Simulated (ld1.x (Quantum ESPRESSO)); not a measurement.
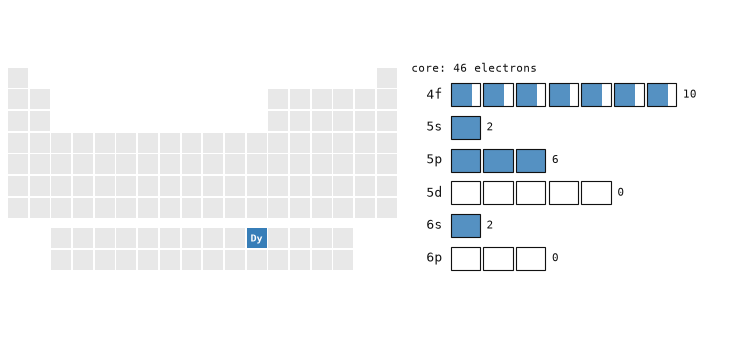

*Left, the place of dysprosium in the periodic table; right, the valence shells of the reference configuration: a box for each of the 2l + 1 orbitals, shaded by the share of the shell that is filled, with the electron count at the right.*

**Dy: pseudopotential generation (part 1 of 2)**

Dysprosium (Dy, Z = 66), core [Kr] 4d10, reference valence 4f10 5s2 5p6 5d0 6s2 6p0, valence charge 20. Computed at this level: TM potential, BLYP, fully relativistic, made with ld1.x (Quantum ESPRESSO) 7.5.

**Log**
```
     Program LD1 v.7.5
 classical turning point too close to mesh           4           3           3
 classical turning point too close to mesh           4           3          -4
 classical turning point too close to mesh           5           2           2
 classical turning point too close to mesh           5           2          -3
 classical turning point too close to mesh           6           1           1
 classical turning point too close to mesh           6           1          -2
 state nlj           5           2   1.5000000000000000       not converged
 state nlj           5           2   2.5000000000000000       not converged
     --------------------------- All-electron run ----------------------------

     Dy
     dirac relativistic calculation

     atomic number is 66.00
     dft =BLYP   lsd =0 sic =0 latt =0  beta=0.20 tr2=1.0E-14
     Exchange-correlation= BLYP
                           (   1   3   1   3   0   0   0)
     mesh =1265 r(mesh) = 100.51885 a.u. xmin = -7.00 dx = 0.01250
     1 Ry =  13.60569312 eV, c = 137.03599908

     n l j   nl                  e(Ry)          e(Ha)          e(eV)
     Spin orbit split results
     1 0 0.5 1S 1( 2.00)     -3940.1724     -1970.0862    -53608.7772
     2 0 0.5 2S 1( 2.00)      -655.7654      -327.8827     -8922.1432
     2 1 0.5 2P 1( 2.00)      -623.6539      -311.8269     -8485.2430
     2 1 1.5 2P 1( 4.00)      -564.8145      -282.4072     -7684.6926
     3 0 0.5 3S 1( 2.00)      -145.9358       -72.9679     -1985.5579
     3 1 0.5 3P 1( 2.00)      -131.9362       -65.9681     -1795.0838
     3 1 1.5 3P 1( 4.00)      -119.7185       -59.8592     -1628.8528
     4 0 0.5 4S 1( 2.00)       -28.8390       -14.4195      -392.3749
     4 1 0.5 4P 1( 2.00)       -23.3194       -11.6597      -317.2772
     4 1 1.5 4P 1( 4.00)       -20.5858       -10.2929      -280.0847
     3 2 1.5 3D 1( 4.00)       -95.6660       -47.8330     -1301.6022
     3 2 2.5 3D 1( 6.00)       -92.9980       -46.4990     -1265.3016
     5 0 0.5 5S 1( 2.00)        -3.5724        -1.7862       -48.6044
     5 1 0.5 5P 1( 2.00)        -2.0902        -1.0451       -28.4382
     5 1 1.5 5P 1( 4.00)        -1.7458        -0.8729       -23.7522
     4 2 1.5 4D 1( 4.00)       -11.5017        -5.7508      -156.4880
     4 2 2.5 4D 1( 6.00)       -11.0068        -5.5034      -149.7549
     4 3 2.5 4F 1( 4.29)        -0.2480        -0.1240        -3.3741
     4 3 3.5 4F 1( 5.71)        -0.1835        -0.0918        -2.4970
     5 2 1.5 5D 1( 0.00)        -0.0857        -0.0428        -1.1657
     5 2 2.5 5D 1( 0.00)        -0.0720        -0.0360        -0.9801
     6 0 0.5 6S 1( 2.00)        -0.2666        -0.1333        -3.6275
     6 1 0.5 6P 1( 0.00)        -0.0865        -0.0432        -1.1764
     6 1 1.5 6P 1( 0.00)        -0.0711        -0.0355        -0.9669
     Averaged results
     1 0     1S 1( 2.00)     -3940.1724     -1970.0862    -53608.7772
     2 0     2S 1( 2.00)      -655.7654      -327.8827     -8922.1432
     2 1     2P 1( 6.00)      -584.4276      -292.2138     -7951.5428
     3 0     3S 1( 2.00)      -145.9358       -72.9679     -1985.5579
     3 1     3P 1( 6.00)      -123.7911       -61.8955     -1684.2631
     4 0     4S 1( 2.00)       -28.8390       -14.4195      -392.3749
     4 1     4P 1( 6.00)       -21.4970       -10.7485      -292.4822
     3 2     3D 1(10.00)       -94.0652       -47.0326     -1279.8219
     5 0     5S 1( 2.00)        -3.5724        -1.7862       -48.6044
     5 1     5P 1( 6.00)        -1.8606        -0.9303       -25.3142
     4 2     4D 1(10.00)       -11.2047        -5.6024      -152.4481
     4 3     4F 1(10.00)        -0.2112        -0.1056        -2.8729
     5 2     5D 1( 0.00)        -0.0775        -0.0387        -1.0543
     6 0     6S 1( 2.00)        -0.2666        -0.1333        -3.6275
     6 1     6P 1( 0.00)        -0.0762        -0.0381        -1.0368

     final scf error:  9.9E-15 reached in  30 iterations

     Etot =  -24338.167458 Ry,  -12169.083729 Ha, -331137.637612 eV

     Ekin =   26703.378960 Ry,   13351.689480 Ha,  363317.979471 eV
     Encl =  -60017.051017 Ry,  -30008.525508 Ha, -816573.578279 eV
     Eh   =    9506.109797 Ry,    4753.054899 Ha,  129337.212695 eV
     Exc  =    -530.605199 Ry,    -265.302599 Ha,   -7219.251500 eV

     normalization and overlap integrals

     s(1S/1S) =  1.000000  <r> =   0.0211  <r2> =    0.0006  r(max) =   0.0134
     s(2S/2S) =  1.000000  <r> =   0.0892  <r2> =    0.0095  r(max) =   0.0760
     s(2P/2P) =  1.000000  <r> =   0.0744  <r2> =    0.0068  r(max) =   0.0577
     s(2P/2P) =  1.000000  <r> =   0.0814  <r2> =    0.0081  r(max) =   0.0638
     s(3S/3S) =  1.000000  <r> =   0.2341  <r2> =    0.0628  r(max) =   0.2145
     s(3P/3P) =  1.000000  <r> =   0.2238  <r2> =    0.0583  r(max) =   0.2040
     s(3P/3P) =  1.000000  <r> =   0.2372  <r2> =    0.0652  r(max) =   0.2145
     s(4S/4S) =  1.000000  <r> =   0.5298  <r2> =    0.3171  r(max) =   0.4955
     s(4P/4P) =  1.000000  <r> =   0.5403  <r2> =    0.3326  r(max) =   0.4955
     s(4P/4P) =  1.000000  <r> =   0.5710  <r2> =    0.3711  r(max) =   0.5275
     s(3D/3D) =  1.000000  <r> =   0.2096  <r2> =    0.0517  r(max) =   0.1712
     s(3D/3D) =  1.000000  <r> =   0.2138  <r2> =    0.0536  r(max) =   0.1734
     s(5S/5S) =  1.000000  <r> =   1.3019  <r2> =    1.9114  r(max) =   1.1593
     s(5P/5P) =  1.000000  <r> =   1.4747  <r2> =    2.4809  r(max) =   1.2653
     s(5P/5P) =  1.000000  <r> =   1.5848  <r2> =    2.8703  r(max) =   1.3470
     s(4D/4D) =  1.000000  <r> =   0.6035  <r2> =    0.4232  r(max) =   0.5275
     s(4D/4D) =  1.000000  <r> =   0.6144  <r2> =    0.4385  r(max) =   0.5408
     s(4F/4F) =  1.000000  <r> =   0.8714  <r2> =    1.0626  r(max) =   0.5341
     s(4F/4F) =  1.000000  <r> =   0.8950  <r2> =    1.1403  r(max) =   0.5408
     s(5D/5D) =  1.000000  <r> =   3.4192  <r2> =   15.2665  r(max) =   2.0862
     s(5D/5D) =  1.000000  <r> =   3.6283  <r2> =   17.2952  r(max) =   2.1932
     s(6S/6S) =  1.000000  <r> =   4.0947  <r2> =   19.1831  r(max) =   3.3968
     s(6P/6P) =  1.000000  <r> =   5.8039  <r2> =   39.3586  r(max) =   4.6429
     s(6P/6P) =  1.000000  <r> =   6.2877  <r2> =   46.2164  r(max) =   5.0045

     ------------------------ End of All-electron run ------------------------

     --------------------- Generating NC pseudopotential ---------------------

      Generating local pot.: lloc=0, matching radius rcloc =   1.8000

      Computing core charge for nlcc:

       r > 0.70 : true rho core
       r < 0.70 : rho core = a sin(br)/r    a=  65.02  b=   3.64

      Integrated core pseudo-charge :  19.86

     Fully relativistic calculation: |psi|^2

     Wfc 5P LC norm =  0.99978194 SC norm =  0.00021806 missing  0.00000000

     Wfc 5P LC norm =  0.99981040 SC norm =  0.00018958 missing  0.00000002

     Wfc 5D LC norm =  0.99995317 SC norm =  0.00004680 missing  0.00000003

     Wfc 5D LC norm =  0.99995803 SC norm =  0.00004001 missing  0.00000196

     Wfc 4F LC norm =  0.99943050 SC norm =  0.00056950 missing  0.00000000

     Wfc 4F LC norm =  0.99944581 SC norm =  0.00055415 missing  0.00000004

      Wfc   5P  rcut= 1.796  Using Troullier-Martins method

      Wfc   5P  rcut= 1.796  Using Troullier-Martins method

      Wfc   5D  rcut= 3.616  Using Troullier-Martins method

      Wfc   5D  rcut= 3.616  Using Troullier-Martins method

      Wfc   4F  rcut= 0.892  Using Troullier-Martins method

      Wfc   4F  rcut= 0.892  Using Troullier-Martins method

     ------------------- End of pseudopotential generation -------------------

 classical turning point too close to mesh           4           3           3
 classical turning point too close to mesh           4           3          -4
 classical turning point too close to mesh           5           2           2
 classical turning point too close to mesh           5           2          -3
 classical turning point too close to mesh           6           1           1
 classical turning point too close to mesh           6           1          -2
 state nlj           5           2   1.5000000000000000       not converged
 state nlj           5           2   2.5000000000000000       not converged
     --------------------------- All-electron run ----------------------------

     Dy
     dirac relativistic calculation

     atomic number is 66.00
     dft =BLYP   lsd =0 sic =0 latt =0  beta=0.20 tr2=1.0E-14
     Exchange-correlation= BLYP
                           (   1   3   1   3   0   0   0)
     mesh =1265 r(mesh) = 100.51885 a.u. xmin = -7.00 dx = 0.01250
     1 Ry =  13.60569312 eV, c = 137.03599908

     n l j   nl                  e(Ry)          e(Ha)          e(eV)
     Spin orbit split results
     1 0 0.5 1S 1( 2.00)     -3940.1724     -1970.0862    -53608.7772
     2 0 0.5 2S 1( 2.00)      -655.7654      -327.8827     -8922.1432
     2 1 0.5 2P 1( 2.00)      -623.6539      -311.8269     -8485.2430
     2 1 1.5 2P 1( 4.00)      -564.8145      -282.4072     -7684.6926
     3 0 0.5 3S 1( 2.00)      -145.9358       -72.9679     -1985.5579
     3 1 0.5 3P 1( 2.00)      -131.9362       -65.9681     -1795.0838
     3 1 1.5 3P 1( 4.00)      -119.7185       -59.8592     -1628.8528
     4 0 0.5 4S 1( 2.00)       -28.8390       -14.4195      -392.3749
     4 1 0.5 4P 1( 2.00)       -23.3194       -11.6597      -317.2772
     4 1 1.5 4P 1( 4.00)       -20.5858       -10.2929      -280.0847
     3 2 1.5 3D 1( 4.00)       -95.6660       -47.8330     -1301.6022
     3 2 2.5 3D 1( 6.00)       -92.9980       -46.4990     -1265.3016
     5 0 0.5 5S 1( 2.00)        -3.5724        -1.7862       -48.6044
     5 1 0.5 5P 1( 2.00)        -2.0902        -1.0451       -28.4382
     5 1 1.5 5P 1( 4.00)        -1.7458        -0.8729       -23.7522
     4 2 1.5 4D 1( 4.00)       -11.5017        -5.7508      -156.4880
     4 2 2.5 4D 1( 6.00)       -11.0068        -5.5034      -149.7549
     4 3 2.5 4F 1( 4.29)        -0.2480        -0.1240        -3.3741
     4 3 3.5 4F 1( 5.71)        -0.1835        -0.0918        -2.4970
     5 2 1.5 5D 1( 0.00)        -0.0857        -0.0428        -1.1657
     5 2 2.5 5D 1( 0.00)        -0.0720        -0.0360        -0.9801
     6 0 0.5 6S 1( 2.00)        -0.2666        -0.1333        -3.6275
     6 1 0.5 6P 1( 0.00)        -0.0865        -0.0432        -1.1764
     6 1 1.5 6P 1( 0.00)        -0.0711        -0.0355        -0.9669
     Averaged results
     1 0     1S 1( 2.00)     -3940.1724     -1970.0862    -53608.7772
     2 0     2S 1( 2.00)      -655.7654      -327.8827     -8922.1432
     2 1     2P 1( 6.00)      -584.4276      -292.2138     -7951.5428
     3 0     3S 1( 2.00)      -145.9358       -72.9679     -1985.5579
     3 1     3P 1( 6.00)      -123.7911       -61.8955     -1684.2631
     4 0     4S 1( 2.00)       -28.8390       -14.4195      -392.3749
     4 1     4P 1( 6.00)       -21.4970       -10.7485      -292.4822
     3 2     3D 1(10.00)       -94.0652       -47.0326     -1279.8219
     5 0     5S 1( 2.00)        -3.5724        -1.7862       -48.6044
     5 1     5P 1( 6.00)        -1.8606        -0.9303       -25.3142
     4 2     4D 1(10.00)       -11.2047        -5.6024      -152.4481
     4 3     4F 1(10.00)        -0.2112        -0.1056        -2.8729
     5 2     5D 1( 0.00)        -0.0775        -0.0387        -1.0543
     6 0     6S 1( 2.00)        -0.2666        -0.1333        -3.6275
     6 1     6P 1( 0.00)        -0.0762        -0.0381        -1.0368

     final scf error:  9.9E-15 reached in  30 iterations

     Etot =  -24338.167458 Ry,  -12169.083729 Ha, -331137.637612 eV

     Ekin =   26703.378960 Ry,   13351.689480 Ha,  363317.979471 eV
     Encl =  -60017.051017 Ry,  -30008.525508 Ha, -816573.578279 eV
     Eh   =    9506.109797 Ry,    4753.054899 Ha,  129337.212695 eV
     Exc  =    -530.605199 Ry,    -265.302599 Ha,   -7219.251500 eV

     normalization and overlap integrals

     s(1S/1S) =  1.000000  <r> =   0.0211  <r2> =    0.0006  r(max) =   0.0134
     s(2S/2S) =  1.000000  <r> =   0.0892  <r2> =    0.0095  r(max) =   0.0760
     s(2P/2P) =  1.000000  <r> =   0.0744  <r2> =    0.0068  r(max) =   0.0577
     s(2P/2P) =  1.000000  <r> =   0.0814  <r2> =    0.0081  r(max) =   0.0638
     s(3S/3S) =  1.000000  <r> =   0.2341  <r2> =    0.0628  r(max) =   0.2145
     s(3P/3P) =  1.000000  <r> =   0.2238  <r2> =    0.0583  r(max) =   0.2040
     s(3P/3P) =  1.000000  <r> =   0.2372  <r2> =    0.0652  r(max) =   0.2145
     s(4S/4S) =  1.000000  <r> =   0.5298  <r2> =    0.3171  r(max) =   0.4955
     s(4P/4P) =  1.000000  <r> =   0.5403  <r2> =    0.3326  r(max) =   0.4955
     s(4P/4P) =  1.000000  <r> =   0.5710  <r2> =    0.3711  r(max) =   0.5275
     s(3D/3D) =  1.000000  <r> =   0.2096  <r2> =    0.0517  r(max) =   0.1712
     s(3D/3D) =  1.000000  <r> =   0.2138  <r2> =    0.0536  r(max) =   0.1734
     s(5S/5S) =  1.000000  <r> =   1.3019  <r2> =    1.9114  r(max) =   1.1593
     s(5P/5P) =  1.000000  <r> =   1.4747  <r2> =    2.4809  r(max) =   1.2653
     s(5P/5P) =  1.000000  <r> =   1.5848  <r2> =    2.8703  r(max) =   1.3470
     s(4D/4D) =  1.000000  <r> =   0.6035  <r2> =    0.4232  r(max) =   0.5275
     s(4D/4D) =  1.000000  <r> =   0.6144  <r2> =    0.4385  r(max) =   0.5408
     s(4F/4F) =  1.000000  <r> =   0.8714  <r2> =    1.0626  r(max) =   0.5341
     s(4F/4F) =  1.000000  <r> =   0.8950  <r2> =    1.1403  r(max) =   0.5408
     s(5D/5D) =  1.000000  <r> =   3.4192  <r2> =   15.2665  r(max) =   2.0862
     s(5D/5D) =  1.000000  <r> =   3.6283  <r2> =   17.2952  r(max) =   2.1932
     s(6S/6S) =  1.000000  <r> =   4.0947  <r2> =   19.1831  r(max) =   3.3968
     s(6P/6P) =  1.000000  <r> =   5.8039  <r2> =   39.3586  r(max) =   4.6429
     s(6P/6P) =  1.000000  <r> =   6.2877  <r2> =   46.2164  r(max) =   5.0045

     ------------------------ End of All-electron run ------------------------

     Computing logarithmic derivative in   3.92205

       Warning: n=4, l=3 expected 0 nodes, found 1
       Setting wfc to zero for this iteration
       (This warning will only be printed once per wavefunction)

     Computing logarithmic derivative in   3.92205
     Computing the partial wave expansion
       no projector for channel:   0
     R is outside the sphere for l=    1 j= 0.50
     R is outside the sphere for l=    1 j= 1.50
     R is outside the sphere for l=    2 j= 1.50
     R is outside the sphere for l=    2 j= 2.50
     R is outside the sphere for l=    3 j= 2.50
     R is outside the sphere for l=    3 j= 3.50

     ---------------------- Testing the pseudopotential ----------------------

     Dy
     dirac relativistic calculation

     atomic number is 66.00   valence charge is 20.00
     dft =BLYP   lsd =0 sic =0 latt =0  beta=0.20 tr2=1.0E-14
     mesh =1265 r(mesh) = 100.51885 xmin = -7.00 dx = 0.01250

     n l  j  nl             e AE (Ry)       e PS (Ry)    De AE-PS (Ry)
     4 3 2.5 4F   1( 4.29)       -0.24799       -0.24753       -0.00046
     4 3 3.5 4F   1( 5.71)       -0.18353       -0.18357        0.00004
     1 0 0.5 5S   1( 2.00)       -3.57236       -3.57236        0.00000
     2 1 0.5 5P   1( 2.00)       -2.09017       -2.09017        0.00000
     2 1 1.5 5P   1( 4.00)       -1.74575       -1.74577        0.00001
     3 2 1.5 5D   1( 0.00)       -0.08568       -0.08568       -0.00000
     3 2 2.5 5D   1( 0.00)       -0.07203       -0.07203        0.00000
     2 0 0.5 6S   1( 2.00)       -0.26662       -0.29051        0.02390  !
     3 1 0.5 6P   1( 0.00)       -0.08647       -0.09405        0.00758  !
     3 1 1.5 6P   1( 0.00)       -0.07107       -0.07189        0.00082

     eps = 2.7E-15  iter = 28

     Etot =  -24338.167458 Ry,  -12169.083729 Ha, -331137.637612 eV
     Etotps =  -352.971603 Ry,    -176.485802 Ha,   -4802.423313 eV

     Ekin =     385.525282 Ry,     192.762641 Ha,    5245.338684 eV
     Encl =    -592.225319 Ry,    -296.112660 Ha,   -8057.635955 eV
     Ehrt =     282.448720 Ry,     141.224360 Ha,    3842.910613 eV
     Ecxc =     -98.363466 Ry,     -49.181733 Ha,   -1338.303129 eV
     (Ecc =     -54.356761 Ry,     -27.178380 Ha,    -739.561409 eV)
     Epseu=    -330.356821 Ry,    -165.178410 Ha,   -4494.733526 eV

     ---------------------- End of pseudopotential test ----------------------
```

**Output of the test run (extracts)**
```
     ---------------------- Testing the pseudopotential ----------------------

     Dy
     dirac relativistic calculation

     atomic number is 66.00   valence charge is 20.00
     dft =BLYP   lsd =0 sic =0 latt =0  beta=0.20 tr2=1.0E-14
     mesh =1265 r(mesh) = 100.51885 xmin = -7.00 dx = 0.01250

     n l  j  nl             e AE (Ry)       e PS (Ry)    De AE-PS (Ry)
     4 3 2.5 4F   1( 4.29)       -0.24799       -0.24753       -0.00046
     4 3 3.5 4F   1( 5.71)       -0.18353       -0.18357        0.00004
     1 0 0.5 5S   1( 2.00)       -3.57236       -3.57236        0.00000
     2 1 0.5 5P   1( 2.00)       -2.09017       -2.09017        0.00000
     2 1 1.5 5P   1( 4.00)       -1.74575       -1.74577        0.00001
     3 2 1.5 5D   1( 0.00)       -0.08568       -0.08568       -0.00000
     3 2 2.5 5D   1( 0.00)       -0.07203       -0.07203        0.00000
     2 0 0.5 6S   1( 2.00)       -0.26662       -0.29051        0.02390  !
     3 1 0.5 6P   1( 0.00)       -0.08647       -0.09405        0.00758  !
     3 1 1.5 6P   1( 0.00)       -0.07107       -0.07189        0.00082

     eps = 2.7E-15  iter = 31

     Etot =  -24338.167458 Ry,  -12169.083729 Ha, -331137.637616 eV
     Etotps =  -352.971602 Ry,    -176.485801 Ha,   -4802.423301 eV

     Ekin =     385.525283 Ry,     192.762642 Ha,    5245.338696 eV
     Encl =    -592.225319 Ry,    -296.112660 Ha,   -8057.635956 eV
     Ehrt =     282.448720 Ry,     141.224360 Ha,    3842.910612 eV
     Ecxc =     -98.363466 Ry,     -49.181733 Ha,   -1338.303129 eV
     (Ecc =     -54.356761 Ry,     -27.178380 Ha,    -739.561409 eV)
     Epseu=    -330.356821 Ry,    -165.178410 Ha,   -4494.733525 eV

     ---------------------- End of pseudopotential test ----------------------

     ---------------------- Testing the pseudopotential ----------------------

     Dy
     dirac relativistic calculation

     atomic number is 66.00   valence charge is 20.00
     dft =BLYP   lsd =0 sic =0 latt =0  beta=0.20 tr2=1.0E-14
     mesh =1265 r(mesh) = 100.51885 xmin = -7.00 dx = 0.01250

     n l  j  nl             e AE (Ry)       e PS (Ry)    De AE-PS (Ry)
     4 3 2.5 4F   1( 4.29)       -0.72379       -0.75369        0.02990  !
     4 3 3.5 4F   1( 5.71)       -0.65922       -0.68955        0.03033  !
     1 0 0.5 5S   1( 2.00)       -4.05294       -4.08134        0.02840  !
     2 1 0.5 5P   1( 2.00)       -2.56982       -2.59771        0.02789  !
     2 1 1.5 5P   1( 4.00)       -2.22439       -2.25191        0.02752  !
     3 2 1.5 5D   1( 0.00)       -0.51368       -0.53882        0.02514  !
     3 2 2.5 5D   1( 0.00)       -0.49477       -0.51986        0.02509  !
     2 0 0.5 6S   1( 1.00)       -0.65372       -0.71126        0.05754  !
     3 1 0.5 6P   1( 0.00)       -0.41931       -0.46018        0.04087  !
     3 1 1.5 6P   1( 0.00)       -0.39019       -0.41682        0.02662  !

     eps = 6.2E-15  iter = 13

     Etot =  -24337.712093 Ry,  -12168.856047 Ha, -331131.442058 eV
     Etotps =  -352.476178 Ry,    -176.238089 Ha,   -4795.682711 eV
     dEtot_ae =       0.455365 Ry
     dEtot_ps =       0.495424 Ry,   Delta E=      -0.040059 Ry

     Ekin =     386.346463 Ry,     193.173232 Ha,    5256.511416 eV
     Encl =    -582.074671 Ry,    -291.037336 Ha,   -7919.529353 eV
     Ehrt =     272.642338 Ry,     136.321169 Ha,    3709.487981 eV
     Ecxc =     -97.991186 Ry,     -48.995593 Ha,   -1333.238000 eV
     (Ecc =     -54.356761 Ry,     -27.178380 Ha,    -739.561409 eV)
     Epseu=    -331.399122 Ry,    -165.699561 Ha,   -4508.914755 eV

     ---------------------- End of pseudopotential test ----------------------
```

(Continued in part 2.) Outcome of the run: generated; the Bessel test doesn't meet the 4f5/2 level; the pseudo-atom misses its reference levels by up to 0.33 eV (6s, which has no pseudo-wave of its own); ld1.x warns of wrong node counts.
